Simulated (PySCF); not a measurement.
# C$_{6}$H$_{5}$F$_{3}$ (SMILES FC(F)(F)C#CC1CC1): what the fields show

| atom | x (Å) | y (Å) | z (Å) |
| --- | --- | --- | --- |
| F | 3.6747 | 0.8273 | -0.5327 |
| C | 2.8120 | -0.1661 | -0.8088 |
| F | 3.3280 | -1.2833 | -0.2646 |
| F | 2.8455 | -0.3431 | -2.1422 |
| C | 1.4760 | 0.1173 | -0.3233 |
| C | 0.3739 | 0.3694 | 0.0852 |
| C | -0.9357 | 0.6427 | 0.5579 |
| C | -2.1165 | 0.1467 | -0.2410 |
| C | -1.7828 | -0.5016 | 1.0589 |
| H | -1.0229 | 1.5996 | 1.0573 |
| H | -2.9814 | 0.7894 | -0.2970 |
| H | -1.9099 | -0.3968 | -1.1499 |
| H | -2.4142 | -0.3135 | 1.9132 |
| H | -1.3475 | -1.4885 | 1.0399 |

Geometry: GFN2-xTB.

Level of theory: PySCF 2.14.0, PBE0/def2-SVPD, SCF density, gas phase.

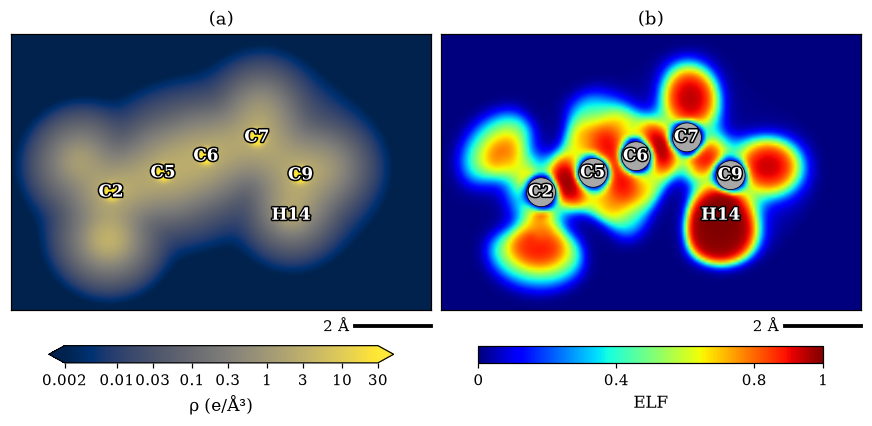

Figure 1. (a) total electron density; (b) electron localisation function on the plane of atoms C6, C7 and C9. Grey discs cover the atomic cores in the ELF map.

**Interpret the plot.**

The section cuts through C and H sites. C–C (1.20 Å): ρ is about 2.7 e/Å³ halfway; the ELF peaks at about 0.85 between the atoms; a short, multiple covalent bond. C–H (1.08 Å): ρ at the midpoint is about 2 e/Å³; the ELF climbs to about 1 towards the hydrogen, as it does in any bond to H: a covalent bond by its length. The ELF also peaks beside F3, away from the bonds: lone-pair regions.

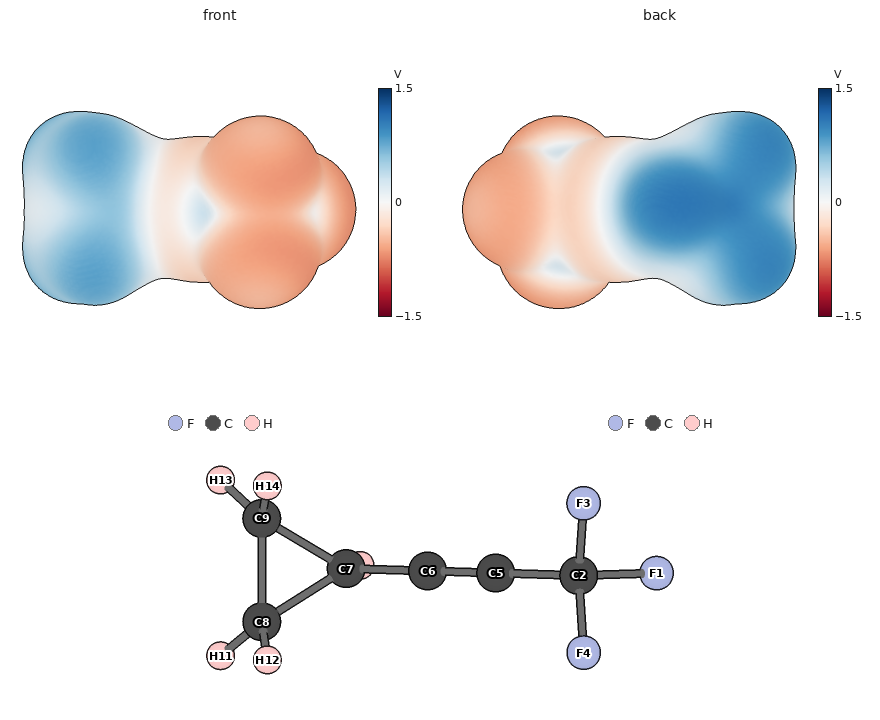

Figure 2. The molecular electrostatic potential painted on the density surface at 0.001 e/bohr³, seen from the front and from behind; the colour scale runs from red (negative) to blue (positive). The bare structure is drawn below in the same view.

**Which sites attract a positive test charge, and which a negative one?**

A positive charge is drawn to the negative regions and a negative charge to the positive ones. The most negative region (about −0.7 V) lies over F1, F3 and F4, the most positive (about +1.1 V) over C7, C8, C9 and H10.

**How polar is the molecule by this calculation?**

Its dipole moment is 4.25 D.
